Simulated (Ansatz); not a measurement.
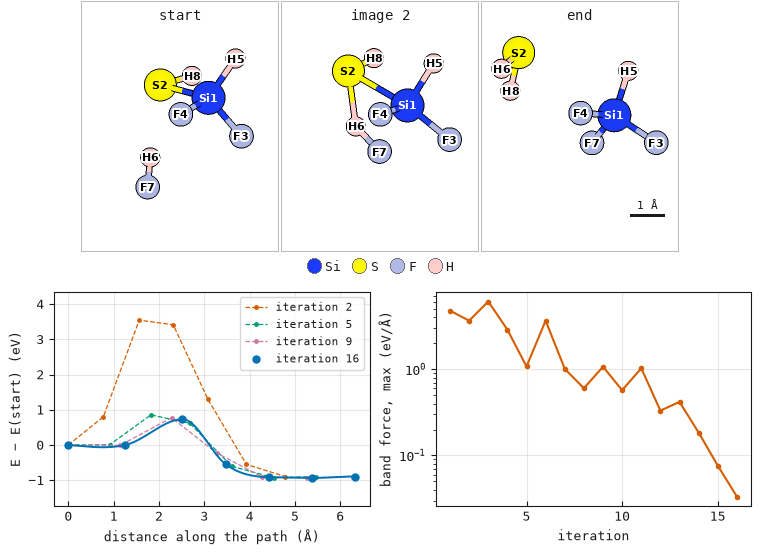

NEB run on SiH$_{3}$SF$_{3}$, made up of SiH₂SF₂ and HF. Images are numbered from 0 (start) to 6 (end). The plot follows the band through its iterations. The picture is a ball-and-stick view, seen from a free direction.

All numbers below come from RKS PBE0-D4/def2-SVP (Ansatz 0.2.0). Run with 5 movable images; climbing image.

### How did the profile develop, and is the result final?

The run is converged, with reservations. The band converged in 16 iterations. The largest component of the band force went from 4.8 to 0.033 eV/Å. The climbing image converged on the top of the path. Its curvatures weren't checked. The largest force component is 0.89 eV/Å at the start and 1.07 eV/Å at the end; an end with forces this large is no minimum, and the barrier measured from it can be far off. The first iteration put the highest image at 5.36 eV. The energy climbs by 0.73 eV to image 2 and then falls by 1.63 eV, so the end point sits at −0.90 eV. Image 5 lies below both ends, at −0.94 eV, so an end isn't at the bottom of its valley.

Limits of the set-up: the start holds two separate molecules, 2.3 Å apart at their closest, whose relative position is a soft coordinate.
